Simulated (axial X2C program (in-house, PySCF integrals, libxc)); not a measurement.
**Relativistic diatomic calculation for HfB⁺**

HfB⁺, single determinant with Ω = 2. The distance is the PBE0 minimum at charge 1. Computed at this level: expectation values, HF and Kohn-Sham, two-component X2C with atomic mean-field Coulomb and Gaunt terms, Hf dyall-cv3z, B dyall-v3z (cores contracted) (axial X2C program (in-house, PySCF integrals, libxc)).

Input file:
```
{"zs": [72, 5], "q": 1, "bas": ["dyall-cv3z", "dyall-v3z"], "r0": 2.37, "levels": ["PBE0", "HF", "LDA", "BP86", "B3LYP"], "nst": 3}
```

The line is the task of a batch: nuclear charges, charge, bases, the levels to run, a first guess of the distance and further settings. This report covers the levels named above. The log is that of the reference distance, started from orbitals converged before.

Launched within a batch (the task file carries these settings):
```bash
python <driver script> task.json out
```

Output:
```
two-component X2C + atomic mean field  PBE0
basis functions 227  fitting functions 1179  grid points 5077
iter        total energy     max residual
   1     -15100.849726730     8.05e-06
   2     -15100.849726737     9.57e-06
   3     -15100.849726739     4.36e-06
   4     -15100.849726741     2.98e-06
converged
one-electron -20873.72102029  Coulomb 6011.73085692  exact exchange -77.82848379  xc functional -238.60578690  nuclear repulsion 90.28615921  atomic mean-field constant -12.71145189
```

Expectation values by level of theory:

| quantity | PBE0 | HF | LDA | BP86 | B3LYP |
| --- | --- | --- | --- | --- | --- |
| effective field for an electron dipole moment (GV/cm) | −19.5 | −13.6 | −23.7 | −22.9 | −21.2 |
| field gradient at the first nucleus (a.u.) | −6.88 | −6.79 | −7.30 | −7.27 | −7.03 |
| field gradient at the second nucleus (a.u.) | −0.246 | −0.379 | −0.209 | −0.219 | −0.249 |
| A∥/gI, first nucleus (MHz) | 3200 | 2910 | 3280 | 3280 | 3260 |
| A∥/gI, second nucleus (MHz) | 61.6 | 50.2 | 72.7 | 68.7 | 72.6 |

Each column comes from one determinant with 2 or more unpaired spinors, which can mix states, in a basis with contracted cores. The spread over the levels shows only part of the uncertainty.

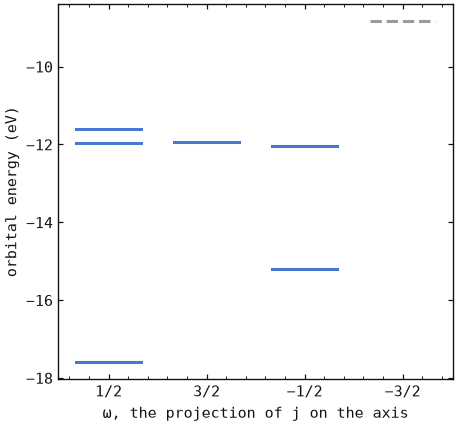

**Figure 1.** Orbital energies (PBE0) near the frontier at 2.11 Å, filled (solid) and empty (dashed). The highest filled spinor (1/2; 52 % Hf d, 30 % Hf s) lies at −11.59 eV, the lowest empty one (−3/2; 98 % Hf d) at −8.83 eV.

Results in brief:

- outcome: converged
- hardware: 1 thread of Arm Neoverse V2, 24 GiB of memory available, shared host
- wall time: 3.4 s
- peak memory: 0.42 GiB
